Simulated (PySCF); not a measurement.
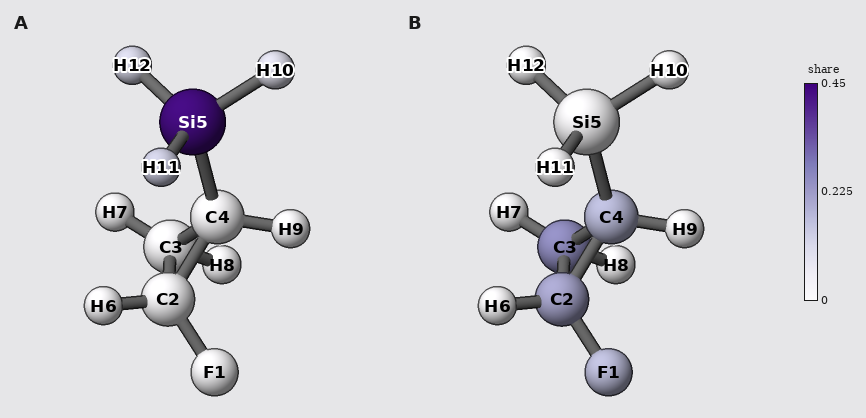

Each panel colours the atoms by their Löwdin share in one orbital (up to four of the largest shares; other atoms are shown as zero). Geometry: a frame of a GFN2-xTB molecular-dynamics simulation, not a minimum. Computed with PBE0/def2-SVPD (PySCF 2.14.0).

### The panels show the HOMO, LUMO, in some order. Which is which?

A: LUMO, 0.36 eV; Si5 0.43, H11 0.13, H12 0.11, H10 0.09
B: HOMO, −7.98 eV; C3 0.25, C2 0.20, C4 0.17, F1 0.16
